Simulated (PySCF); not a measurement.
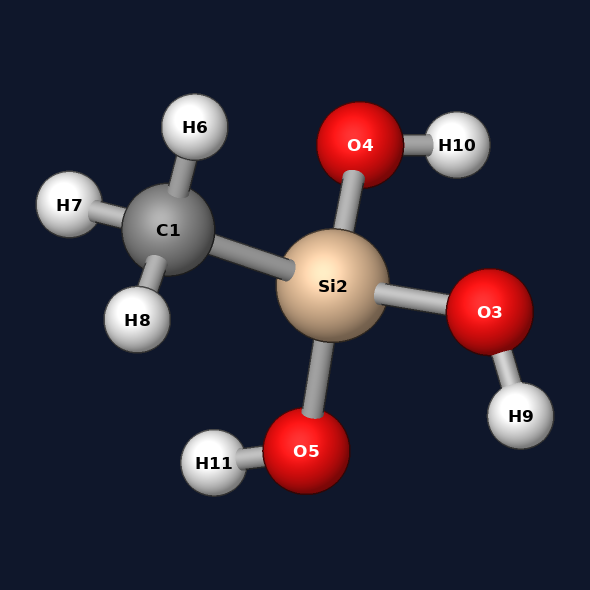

The questions are on isotropic NMR shieldings of the O atoms. The geometry was computed by an optimisation with PBE0-D3(BJ)/def2-SVP. No frequency run is at hand to confirm it as a minimum. Level of theory: GIAO PBE0/pcSseg-2 NMR shielding, non-relativistic, gas phase (PySCF 2.14.0).

List the isotropic NMR shieldings of the O atoms.

```
atom  σ (ppm)
  O3    275.9
  O4    261.4
  O5    259.8
```
